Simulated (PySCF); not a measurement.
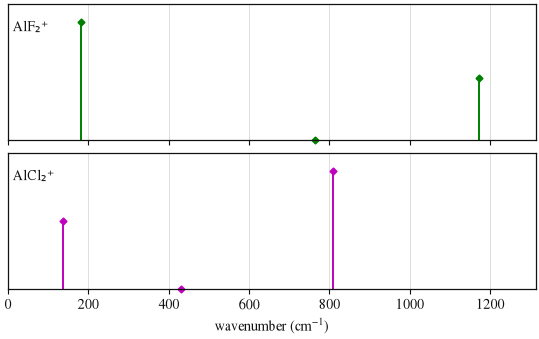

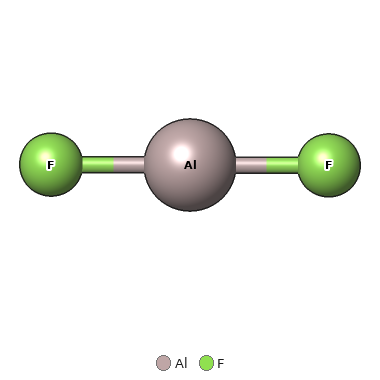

Harmonic infrared lines of AlF₂⁺ and AlCl₂⁺, all D∞h singlets, each the lowest point that its search found (AlF₂⁺ is drawn); the ligand atom changes down one group of the periodic table. PBE0/def2-TZVP, PySCF, unscaled, no spin-orbit coupling; each panel is scaled to its strongest line, degenerate modes are one line with their intensities summed, and dots on the axis are modes too weak to show or inactive.

Q: How do the bond length and the stretches change along the series?

A: Mean bond length: AlF₂⁺ 1.587, AlCl₂⁺ 1.997 Å, rising down the group. Highest σu+ mode: AlF₂⁺ 1173, AlCl₂⁺ 809 cm⁻¹, falling down the group.

Q: Give the modes by symmetry (cm⁻¹).

A:
```csv
symmetry,AlF₂⁺,AlCl₂⁺
πu,182.8,137.3
σg+,765.3,431.7
σu+,1172.7,809.4
```
